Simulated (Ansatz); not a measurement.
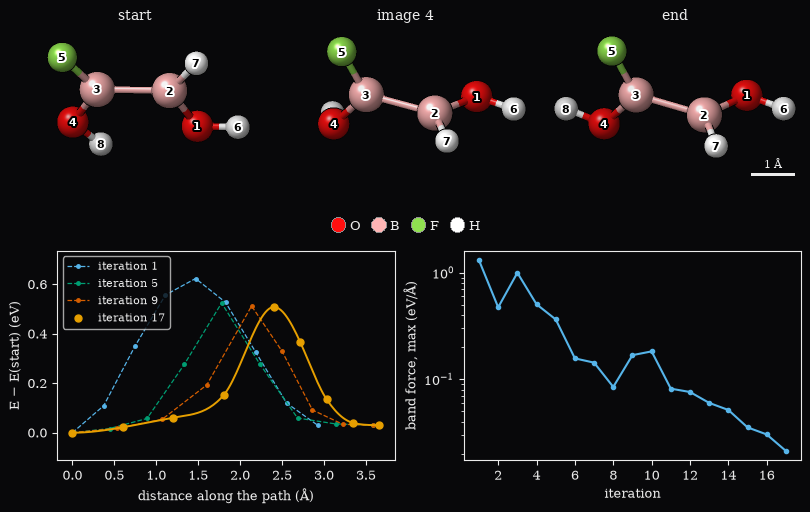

A nudged-elastic-band calculation for B2H3O2F. Images are numbered from 0 (start) to 8 (end). The plot follows the band through its iterations. A ball-and-stick model, seen from a free direction.

All numbers below come from RKS B3LYP-D4/def2-SVP (Ansatz). Set-up: 7 movable images; climbing image; force threshold 0.03 eV/Å; iteration limit 36; starting path by straight interpolation.

Question: Did the band converge, and can the barrier be trusted?

Answer: The run is converged, with reservations. The band converged in 17 iterations. The largest component of the band force went from 1.3 to 0.021 eV/Å. The climbing image converged on the top of the path. Its curvatures weren't checked. The straight starting path can push atoms close together and costs iterations. The first iteration put the highest image at 0.62 eV. The highest point, image 4, lies 0.51 eV above the start and 0.48 eV above the end; the end is at +0.03 eV relative to the start.

The run took 5.3 min on 1 thread of Arm Neoverse V2, with other jobs on the host, peak memory 0.16 GiB.
